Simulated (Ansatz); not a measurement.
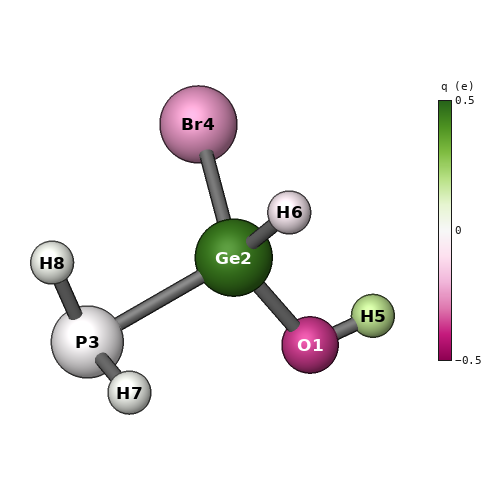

Atoms are coloured by their Mulliken charges. The computed structure is the end point of a PBE-D4/def2-SVP optimisation. No frequency run is at hand to confirm it as a minimum. Properties computed with RKS PBE-D4/def2-SVP (Ansatz 0.2.0).

Question: Which atom carries the highest charge (most positive or least negative)?

Answer: Ge2 (0.45 e).

Question: And the lowest?

Answer: O1 (−0.36 e).

List the Mulliken charges.

| atom | value (e) |
| --- | --- |
| O1 | −0.36 |
| Ge2 | 0.45 |
| P3 | −0.01 |
| Br4 | −0.25 |
| H5 | 0.19 |
| H6 | −0.05 |
| H7 | 0.02 |
| H8 | 0.02 |

Mulliken values depend strongly on the basis set and can even reverse the polarity of a bond.
